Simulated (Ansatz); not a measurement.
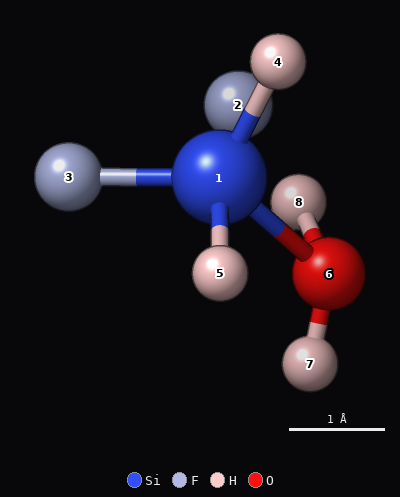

The starting structure (ball-and-stick view, seen at a tilt; atoms are numbered from 1 in the order of the input). Bond lengths as drawn: F–Si 1.61 Å, H–O 0.97 to 1.17 Å, H–Si 1.48 to 1.50 Å and O–Si 1.84 Å.

## Run report: SiH4OF2, molecular dynamics (part 1 of 4)

SiH4OF2, computed with RKS B3LYP/6-31G* (Ansatz 0.2.0).

It belongs to a series of runs on one base structure; here: dynamics from the highest image of the converged band. Figures and captions count atoms from 1; the log counts them from 0 in places.

## The input
```yaml
crystal:
  periodic: [false, false, false]
  atoms:
    - { symbol: Si, position_ang: [-0.258623, 0.090044, -0.154171] }
    - { symbol: F, position_ang: [-0.170697, 0.657823, 1.699023] }
    - { symbol: F, position_ang: [1.109577, -0.71135, 0.149786] }
    - { symbol: H, position_ang: [-0.175267, 1.507783, -0.553653] }
    - { symbol: H, position_ang: [-0.688413, -0.661089, -1.375952] }
    - { symbol: O, position_ang: [-1.816247, -0.33218, 0.7216] }
    - { symbol: H, position_ang: [-2.106736, -1.257277, 0.674783] }
    - { symbol: H, position_ang: [-1.221993, 0.076547, 1.638582] }
basis:
  gaussian: { orbitals: "6-31G*" }
hamiltonian:
  xc: b3lyp
md:
  timestep: 0.5
  n_steps: 200
  ensemble: nve
  temperature: 300.0
  initial_velocities: maxwell_boltzmann
  seed: 2266
```

Machine: 1 thread of Arm Neoverse V1, 24 GiB of memory available, shared host.

Command:
```bash
ansatz run input.yaml --threads 1 --pin off --max-ram 2048MiB --backend cpu --events-out ev --progress --plain --runs-dir out
```

## Log
```
Engine: ansatz 0.2.0, aarch64-unknown-linux-gnu
Functional definition: B3LYP
  parameter a0 = 0.2
  parameter ax = 0.72
  parameter ac = 0.81
  exchange = (1 - a0 - ax)*slater_x + ax*b88_x + a0*exact_x
  correlation = (1 - ac)*vwn_rpa_c + ac*lyp_c
721 factors; integrals over basis functions are off by at most 4.9e-4 eV
mean field evaluation 1: about -15420.4251 eV, gradient 5.5e1 eV
mean field evaluation 2: about -15415.0521 eV, gradient 8.0e1 eV
mean field evaluation 4: about -15425.0588 eV, gradient 3.2e0 eV
mean field evaluation 8: about -15425.0879 eV, gradient 1.6e-1 eV
mean field -15425.08796033 eV, -566.8615270418 hartree, gradient 1.7e-5 eV, S^2 0.000000; 0 other end points of the search recorded, 0 dependent functions left out
the calculation of the forces begins
reference -15425.08816615 eV, -566.8615346057 hartree; 22, 22 occupied and 50, 50 virtual orbitals, 721 factors
md step     0: t =     0.00 fs  T =   300.0 K  F+E_penalty+E_count = -15425.08796033 eV  E_kin = 0.232668 eV  conserved = -15424.85529233 eV  (24 SCF iters)
these checks for a lower state are left out or cut short: starts, cluster_reference, orbital_swaps, neighbouring_geometries, increment
721 factors; integrals over basis functions are off by at most 5.0e-4 eV
mean field evaluation 16: about -15425.0649 eV, gradient 8.0e-1 eV
mean field -15425.08177790 eV, -566.8612998419 hartree, gradient 6.8e-5 eV, S^2 0.000000; 0 other end points of the search recorded, 0 dependent functions left out
the calculation of the forces begins
reference -15425.08198394 eV, -566.8613074135 hartree; 22, 22 occupied and 50, 50 virtual orbitals, 721 factors
md step     1: t =     0.50 fs  T =   292.2 K  F+E_penalty+E_count = -15425.08177790 eV  E_kin = 0.226614 eV  conserved = -15424.85516422 eV  (25 SCF iters)
[... from here on the SCF iterations and repeated set-up lines of each step are left out, up to the last step ...]
md step     2: t =     1.00 fs  T =   271.2 K  F+E_penalty+E_count = -15425.06523780 eV  E_kin = 0.210368 eV  conserved = -15424.85486950 eV  (27 SCF iters)
md step     3: t =     1.50 fs  T =   243.0 K  F+E_penalty+E_count = -15425.04294102 eV  E_kin = 0.188424 eV  conserved = -15424.85451680 eV  (26 SCF iters)
md step     4: t =     2.00 fs  T =   214.4 K  F+E_penalty+E_count = -15425.02045793 eV  E_kin = 0.166251 eV  conserved = -15424.85420738 eV  (23 SCF iters)
md step     5: t =     2.50 fs  T =   191.7 K  F+E_penalty+E_count = -15425.00269745 eV  E_kin = 0.148680 eV  conserved = -15424.85401729 eV  (23 SCF iters)
md step     6: t =     3.00 fs  T =   178.8 K  F+E_penalty+E_count = -15424.99266627 eV  E_kin = 0.138675 eV  conserved = -15424.85399096 eV  (24 SCF iters)
md step     7: t =     3.50 fs  T =   176.2 K  F+E_penalty+E_count = -15424.99077995 eV  E_kin = 0.136652 eV  conserved = -15424.85412832 eV  (23 SCF iters)
md step     8: t =     4.00 fs  T =   181.2 K  F+E_penalty+E_count = -15424.99490825 eV  E_kin = 0.140535 eV  conserved = -15424.85437357 eV  (25 SCF iters)
md step     9: t =     4.50 fs  T =   189.1 K  F+E_penalty+E_count = -15425.00129714 eV  E_kin = 0.146678 eV  conserved = -15424.85461929 eV  (25 SCF iters)
md step    10: t =     5.00 fs  T =   195.4 K  F+E_penalty+E_count = -15425.00625466 eV  E_kin = 0.151511 eV  conserved = -15424.85474373 eV  (26 SCF iters)
md step    11: t =     5.50 fs  T =   197.7 K  F+E_penalty+E_count = -15425.00798016 eV  E_kin = 0.153296 eV  conserved = -15424.85468374 eV  (26 SCF iters)
md step    12: t =     6.00 fs  T =   197.2 K  F+E_penalty+E_count = -15425.00743599 eV  E_kin = 0.152936 eV  conserved = -15424.85450041 eV  (27 SCF iters)
md step    13: t =     6.50 fs  T =   197.3 K  F+E_penalty+E_count = -15425.00734967 eV  E_kin = 0.152988 eV  conserved = -15424.85436125 eV  (23 SCF iters)
md step    14: t =     7.00 fs  T =   200.2 K  F+E_penalty+E_count = -15425.00970908 eV  E_kin = 0.155299 eV  conserved = -15424.85441012 eV  (22 SCF iters)
md step    15: t =     7.50 fs  T =   205.0 K  F+E_penalty+E_count = -15425.01365999 eV  E_kin = 0.159025 eV  conserved = -15424.85463537 eV  (25 SCF iters)
md step    16: t =     8.00 fs  T =   207.4 K  F+E_penalty+E_count = -15425.01569059 eV  E_kin = 0.160813 eV  conserved = -15424.85487746 eV  (25 SCF iters)
md step    17: t =     8.50 fs  T =   202.5 K  F+E_penalty+E_count = -15425.01199662 eV  E_kin = 0.157031 eV  conserved = -15424.85496567 eV  (25 SCF iters)
md step    18: t =     9.00 fs  T =   188.6 K  F+E_penalty+E_count = -15425.00107078 eV  E_kin = 0.146234 eV  conserved = -15424.85483725 eV  (26 SCF iters)
md step    19: t =     9.50 fs  T =   167.9 K  F+E_penalty+E_count = -15424.98473960 eV  E_kin = 0.130192 eV  conserved = -15424.85454718 eV  (26 SCF iters)
md step    20: t =    10.00 fs  T =   145.9 K  F+E_penalty+E_count = -15424.96739489 eV  E_kin = 0.113185 eV  conserved = -15424.85421007 eV  (26 SCF iters)
md step    21: t =    10.50 fs  T =   129.4 K  F+E_penalty+E_count = -15424.95425641 eV  E_kin = 0.100320 eV  conserved = -15424.85393643 eV  (24 SCF iters)
md step    22: t =    11.00 fs  T =   123.5 K  F+E_penalty+E_count = -15424.94961692 eV  E_kin = 0.095815 eV  conserved = -15424.85380236 eV  (23 SCF iters)
md step    23: t =    11.50 fs  T =   131.2 K  F+E_penalty+E_count = -15424.95560061 eV  E_kin = 0.101760 eV  conserved = -15424.85384108 eV  (24 SCF iters)
md step    24: t =    12.00 fs  T =   151.6 K  F+E_penalty+E_count = -15424.97161209 eV  E_kin = 0.117569 eV  conserved = -15424.85404314 eV  (25 SCF iters)
md step    25: t =    12.50 fs  T =   180.7 K  F+E_penalty+E_count = -15424.99449799 eV  E_kin = 0.140142 eV  conserved = -15424.85435570 eV  (25 SCF iters)
md step    26: t =    13.00 fs  T =   212.4 K  F+E_penalty+E_count = -15425.01941770 eV  E_kin = 0.164732 eV  conserved = -15424.85468593 eV  (25 SCF iters)
md step    27: t =    13.50 fs  T =   240.4 K  F+E_penalty+E_count = -15425.04134320 eV  E_kin = 0.186425 eV  conserved = -15424.85491797 eV  (25 SCF iters)
md step    28: t =    14.00 fs  T =   260.3 K  F+E_penalty+E_count = -15425.05686357 eV  E_kin = 0.201903 eV  conserved = -15424.85496044 eV  (25 SCF iters)
md step    29: t =    14.50 fs  T =   271.7 K  F+E_penalty+E_count = -15425.06554577 eV  E_kin = 0.210736 eV  conserved = -15424.85480938 eV  (25 SCF iters)
md step    30: t =    15.00 fs  T =   277.6 K  F+E_penalty+E_count = -15425.06989867 eV  E_kin = 0.215317 eV  conserved = -15424.85458213 eV  (25 SCF iters)
md step    31: t =    15.50 fs  T =   282.5 K  F+E_penalty+E_count = -15425.07354831 eV  E_kin = 0.219098 eV  conserved = -15424.85445025 eV  (25 SCF iters)
md step    32: t =    16.00 fs  T =   289.0 K  F+E_penalty+E_count = -15425.07866858 eV  E_kin = 0.224169 eV  conserved = -15424.85450004 eV  (25 SCF iters)
md step    33: t =    16.50 fs  T =   296.6 K  F+E_penalty+E_count = -15425.08468990 eV  E_kin = 0.230034 eV  conserved = -15424.85465630 eV  (25 SCF iters)
md step    34: t =    17.00 fs  T =   302.5 K  F+E_penalty+E_count = -15425.08937303 eV  E_kin = 0.234615 eV  conserved = -15424.85475801 eV  (25 SCF iters)
md step    35: t =    17.50 fs  T =   304.9 K  F+E_penalty+E_count = -15425.09117791 eV  E_kin = 0.236476 eV  conserved = -15424.85470192 eV  (25 SCF iters)
md step    36: t =    18.00 fs  T =   304.8 K  F+E_penalty+E_count = -15425.09086341 eV  E_kin = 0.236357 eV  conserved = -15424.85450656 eV  (25 SCF iters)
md step    37: t =    18.50 fs  T =   305.6 K  F+E_penalty+E_count = -15425.09130179 eV  E_kin = 0.237030 eV  conserved = -15424.85427181 eV  (25 SCF iters)
md step    38: t =    19.00 fs  T =   312.0 K  F+E_penalty+E_count = -15425.09603806 eV  E_kin = 0.241938 eV  conserved = -15424.85409998 eV  (25 SCF iters)
md step    39: t =    19.50 fs  T =   327.1 K  F+E_penalty+E_count = -15425.10772439 eV  E_kin = 0.253675 eV  conserved = -15424.85404957 eV  (25 SCF iters)
md step    40: t =    20.00 fs  T =   352.0 K  F+E_penalty+E_count = -15425.12716568 eV  E_kin = 0.273035 eV  conserved = -15424.85413042 eV  (26 SCF iters)
md step    41: t =    20.50 fs  T =   385.3 K  F+E_penalty+E_count = -15425.15311082 eV  E_kin = 0.298793 eV  conserved = -15424.85431823 eV  (25 SCF iters)
md step    42: t =    21.00 fs  T =   423.0 K  F+E_penalty+E_count = -15425.18260841 eV  E_kin = 0.328042 eV  conserved = -15424.85456675 eV  (26 SCF iters)
md step    43: t =    21.50 fs  T =   460.2 K  F+E_penalty+E_count = -15425.21174498 eV  E_kin = 0.356932 eV  conserved = -15424.85481264 eV  (25 SCF iters)
md step    44: t =    22.00 fs  T =   492.2 K  F+E_penalty+E_count = -15425.23667989 eV  E_kin = 0.381702 eV  conserved = -15424.85497819 eV  (26 SCF iters)
md step    45: t =    22.50 fs  T =   515.6 K  F+E_penalty+E_count = -15425.25488118 eV  E_kin = 0.399891 eV  conserved = -15424.85499047 eV  (25 SCF iters)
md step    46: t =    23.00 fs  T =   530.5 K  F+E_penalty+E_count = -15425.26622590 eV  E_kin = 0.411400 eV  conserved = -15424.85482541 eV  (25 SCF iters)
md step    47: t =    23.50 fs  T =   539.9 K  F+E_penalty+E_count = -15425.27329795 eV  E_kin = 0.418744 eV  conserved = -15424.85455353 eV  (25 SCF iters)
md step    48: t =    24.00 fs  T =   549.2 K  F+E_penalty+E_count = -15425.28024926 eV  E_kin = 0.425918 eV  conserved = -15424.85433156 eV  (25 SCF iters)
md step    49: t =    24.50 fs  T =   562.3 K  F+E_penalty+E_count = -15425.29043630 eV  E_kin = 0.436133 eV  conserved = -15424.85430321 eV  (25 SCF iters)
md step    50: t =    25.00 fs  T =   580.0 K  F+E_penalty+E_count = -15425.30432775 eV  E_kin = 0.449854 eV  conserved = -15424.85447333 eV  (25 SCF iters)
md step    51: t =    25.50 fs  T =   599.3 K  F+E_penalty+E_count = -15425.31946870 eV  E_kin = 0.464779 eV  conserved = -15424.85468991 eV  (25 SCF iters)
md step    52: t =    26.00 fs  T =   616.3 K  F+E_penalty+E_count = -15425.33272606 eV  E_kin = 0.477958 eV  conserved = -15424.85476801 eV  (24 SCF iters)
md step    53: t =    26.50 fs  T =   629.7 K  F+E_penalty+E_count = -15425.34301169 eV  E_kin = 0.488372 eV  conserved = -15424.85463979 eV  (25 SCF iters)
md step    54: t =    27.00 fs  T =   642.0 K  F+E_penalty+E_count = -15425.35230417 eV  E_kin = 0.497909 eV  conserved = -15424.85439523 eV  (24 SCF iters)
md step    55: t =    27.50 fs  T =   657.8 K  F+E_penalty+E_count = -15425.36433492 eV  E_kin = 0.510135 eV  conserved = -15424.85419964 eV  (25 SCF iters)
md step    56: t =    28.00 fs  T =   680.7 K  F+E_penalty+E_count = -15425.38213139 eV  E_kin = 0.527962 eV  conserved = -15424.85416944 eV  (25 SCF iters)
md step    57: t =    28.50 fs  T =   711.6 K  F+E_penalty+E_count = -15425.40622783 eV  E_kin = 0.551917 eV  conserved = -15424.85431133 eV  (25 SCF iters)
md step    58: t =    29.00 fs  T =   747.8 K  F+E_penalty+E_count = -15425.43449743 eV  E_kin = 0.579948 eV  conserved = -15424.85454978 eV  (25 SCF iters)
md step    59: t =    29.50 fs  T =   784.5 K  F+E_penalty+E_count = -15425.46325036 eV  E_kin = 0.608454 eV  conserved = -15424.85479667 eV  (24 SCF iters)
md step    60: t =    30.00 fs  T =   817.0 K  F+E_penalty+E_count = -15425.48861622 eV  E_kin = 0.633626 eV  conserved = -15424.85499027 eV  (24 SCF iters)
md step    61: t =    30.50 fs  T =   841.3 K  F+E_penalty+E_count = -15425.50758375 eV  E_kin = 0.652492 eV  conserved = -15424.85509209 eV  (26 SCF iters)
md step    62: t =    31.00 fs  T =   855.6 K  F+E_penalty+E_count = -15425.51867856 eV  E_kin = 0.663608 eV  conserved = -15424.85507067 eV  (25 SCF iters)
md step    63: t =    31.50 fs  T =   860.7 K  F+E_penalty+E_count = -15425.52245008 eV  E_kin = 0.667537 eV  conserved = -15424.85491316 eV  (24 SCF iters)
md step    64: t =    32.00 fs  T =   859.9 K  F+E_penalty+E_count = -15425.52159297 eV  E_kin = 0.666932 eV  conserved = -15424.85466094 eV  (25 SCF iters)
md step    65: t =    32.50 fs  T =   858.4 K  F+E_penalty+E_count = -15425.52019301 eV  E_kin = 0.665762 eV  conserved = -15424.85443111 eV  (24 SCF iters)
md step    66: t =    33.00 fs  T =   860.7 K  F+E_penalty+E_count = -15425.52188112 eV  E_kin = 0.667517 eV  conserved = -15424.85436378 eV  (24 SCF iters)
md step    67: t =    33.50 fs  T =   868.1 K  F+E_penalty+E_count = -15425.52774549 eV  E_kin = 0.673238 eV  conserved = -15424.85450755 eV  (24 SCF iters)
md step    68: t =    34.00 fs  T =   878.0 K  F+E_penalty+E_count = -15425.53565795 eV  E_kin = 0.680905 eV  conserved = -15424.85475310 eV  (25 SCF iters)
md step    69: t =    34.50 fs  T =   885.8 K  F+E_penalty+E_count = -15425.54192380 eV  E_kin = 0.687018 eV  conserved = -15424.85490626 eV  (24 SCF iters)
md step    70: t =    35.00 fs  T =   888.8 K  F+E_penalty+E_count = -15425.54417431 eV  E_kin = 0.689329 eV  conserved = -15424.85484489 eV  (24 SCF iters)
md step    71: t =    35.50 fs  T =   887.8 K  F+E_penalty+E_count = -15425.54319703 eV  E_kin = 0.688576 eV  conserved = -15424.85462089 eV  (25 SCF iters)
md step    72: t =    36.00 fs  T =   886.9 K  F+E_penalty+E_count = -15425.54221982 eV  E_kin = 0.687807 eV  conserved = -15424.85441323 eV  (24 SCF iters)
md step    73: t =    36.50 fs  T =   889.6 K  F+E_penalty+E_count = -15425.54429959 eV  E_kin = 0.689919 eV  conserved = -15424.85438015 eV  (24 SCF iters)
md step    74: t =    37.00 fs  T =   896.7 K  F+E_penalty+E_count = -15425.54996757 eV  E_kin = 0.695427 eV  conserved = -15424.85454022 eV  (24 SCF iters)
md step    75: t =    37.50 fs  T =   905.3 K  F+E_penalty+E_count = -15425.55687728 eV  E_kin = 0.702095 eV  conserved = -15424.85478243 eV  (24 SCF iters)
md step    76: t =    38.00 fs  T =   910.8 K  F+E_penalty+E_count = -15425.56137427 eV  E_kin = 0.706403 eV  conserved = -15424.85497170 eV  (24 SCF iters)
md step    77: t =    38.50 fs  T =   909.7 K  F+E_penalty+E_count = -15425.56052265 eV  E_kin = 0.705490 eV  conserved = -15424.85503255 eV  (25 SCF iters)
md step    78: t =    39.00 fs  T =   900.5 K  F+E_penalty+E_count = -15425.55332473 eV  E_kin = 0.698367 eV  conserved = -15424.85495785 eV  (25 SCF iters)
md step    79: t =    39.50 fs  T =   884.7 K  F+E_penalty+E_count = -15425.54092553 eV  E_kin = 0.686152 eV  conserved = -15424.85477340 eV  (24 SCF iters)
md step    80: t =    40.00 fs  T =   866.2 K  F+E_penalty+E_count = -15425.52626620 eV  E_kin = 0.671755 eV  conserved = -15424.85451088 eV  (24 SCF iters)
md step    81: t =    40.50 fs  T =   850.1 K  F+E_penalty+E_count = -15425.51354000 eV  E_kin = 0.659319 eV  conserved = -15424.85422059 eV  (26 SCF iters)
md step    82: t =    41.00 fs  T =   842.4 K  F+E_penalty+E_count = -15425.50732282 eV  E_kin = 0.653332 eV  conserved = -15424.85399123 eV  (25 SCF iters)
md step    83: t =    41.50 fs  T =   847.4 K  F+E_penalty+E_count = -15425.51114020 eV  E_kin = 0.657205 eV  conserved = -15424.85393479 eV  (25 SCF iters)
md step    84: t =    42.00 fs  T =   866.0 K  F+E_penalty+E_count = -15425.52577544 eV  E_kin = 0.671661 eV  conserved = -15424.85411464 eV  (25 SCF iters)
md step    85: t =    42.50 fs  T =   894.8 K  F+E_penalty+E_count = -15425.54840850 eV  E_kin = 0.693943 eV  conserved = -15424.85446544 eV  (25 SCF iters)
md step    86: t =    43.00 fs  T =   926.9 K  F+E_penalty+E_count = -15425.57368525 eV  E_kin = 0.718884 eV  conserved = -15424.85480129 eV  (24 SCF iters)
md step    87: t =    43.50 fs  T =   956.2 K  F+E_penalty+E_count = -15425.59654828 eV  E_kin = 0.741620 eV  conserved = -15424.85492867 eV  (23 SCF iters)
md step    88: t =    44.00 fs  T =   980.4 K  F+E_penalty+E_count = -15425.61511888 eV  E_kin = 0.760330 eV  conserved = -15424.85478848 eV  (24 SCF iters)
md step    89: t =    44.50 fs  T =  1001.9 K  F+E_penalty+E_count = -15425.63153948 eV  E_kin = 0.777029 eV  conserved = -15424.85451094 eV  (24 SCF iters)
md step    90: t =    45.00 fs  T =  1025.9 K  F+E_penalty+E_count = -15425.65000520 eV  E_kin = 0.795682 eV  conserved = -15424.85432369 eV  (24 SCF iters)
md step    91: t =    45.50 fs  T =  1056.0 K  F+E_penalty+E_count = -15425.67335101 eV  E_kin = 0.818971 eV  conserved = -15424.85438031 eV  (24 SCF iters)
md step    92: t =    46.00 fs  T =  1090.9 K  F+E_penalty+E_count = -15425.70073565 eV  E_kin = 0.846082 eV  conserved = -15424.85465320 eV  (24 SCF iters)
md step    93: t =    46.50 fs  T =  1125.7 K  F+E_penalty+E_count = -15425.72799361 eV  E_kin = 0.873010 eV  conserved = -15424.85498373 eV  (24 SCF iters)
md step    94: t =    47.00 fs  T =  1153.7 K  F+E_penalty+E_count = -15425.74998384 eV  E_kin = 0.894770 eV  conserved = -15424.85521341 eV  (24 SCF iters)
md step    95: t =    47.50 fs  T =  1170.5 K  F+E_penalty+E_count = -15425.76304769 eV  E_kin = 0.907784 eV  conserved = -15424.85526363 eV  (24 SCF iters)
md step    96: t =    48.00 fs  T =  1174.9 K  F+E_penalty+E_count = -15425.76633105 eV  E_kin = 0.911201 eV  conserved = -15424.85512967 eV  (24 SCF iters)
md step    97: t =    48.50 fs  T =  1169.6 K  F+E_penalty+E_count = -15425.76194324 eV  E_kin = 0.907097 eV  conserved = -15424.85484605 eV  (24 SCF iters)
md step    98: t =    49.00 fs  T =  1160.3 K  F+E_penalty+E_count = -15425.75439853 eV  E_kin = 0.899918 eV  conserved = -15424.85448021 eV  (25 SCF iters)
md step    99: t =    49.50 fs  T =  1154.4 K  F+E_penalty+E_count = -15425.74947660 eV  E_kin = 0.895331 eV  conserved = -15424.85414551 eV  (25 SCF iters)
md step   100: t =    50.00 fs  T =  1158.4 K  F+E_penalty+E_count = -15425.75237505 eV  E_kin = 0.898384 eV  conserved = -15424.85399139 eV  (24 SCF iters)
md step   101: t =    50.50 fs  T =  1175.0 K  F+E_penalty+E_count = -15425.76540930 eV  E_kin = 0.911280 eV  conserved = -15424.85412924 eV  (25 SCF iters)
md step   102: t =    51.00 fs  T =  1201.5 K  F+E_penalty+E_count = -15425.78639655 eV  E_kin = 0.931865 eV  conserved = -15424.85453109 eV  (25 SCF iters)
md step   103: t =    51.50 fs  T =  1230.3 K  F+E_penalty+E_count = -15425.80918071 eV  E_kin = 0.954181 eV  conserved = -15424.85499985 eV  (25 SCF iters)
md step   104: t =    52.00 fs  T =  1252.5 K  F+E_penalty+E_count = -15425.82665932 eV  E_kin = 0.971388 eV  conserved = -15424.85527163 eV  (24 SCF iters)
md step   105: t =    52.50 fs  T =  1263.0 K  F+E_penalty+E_count = -15425.83473244 eV  E_kin = 0.979535 eV  conserved = -15424.85519720 eV  (24 SCF iters)
md step   106: t =    53.00 fs  T =  1263.1 K  F+E_penalty+E_count = -15425.83449346 eV  E_kin = 0.979633 eV  conserved = -15424.85486045 eV  (25 SCF iters)
md step   107: t =    53.50 fs  T =  1259.0 K  F+E_penalty+E_count = -15425.83095033 eV  E_kin = 0.976430 eV  conserved = -15424.85452068 eV  (24 SCF iters)
```
